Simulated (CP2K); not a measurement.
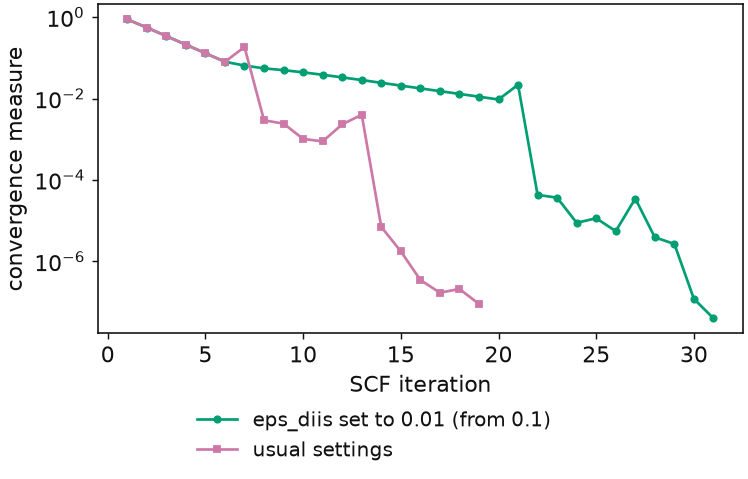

Two SCF runs that differ in one setting.
The run: AlBrH₂S₂ (SMILES [SH][Al]([SH])[Br]), by RHF AM1 in CP2K 2026.2.

**Which runs converged, and in how many iterations?**

“usual settings” converged in 19 iterations. “eps_diis set to 0.01 (from 0.1)” converged in 31 iterations. CP2K mixes the density linearly, with weight alpha, until the error falls below EPS_DIIS, and only then turns to DIIS. That happens at step 7 with the usual settings and at step 21 in the changed run. Both end at the same energy within 1 meV.
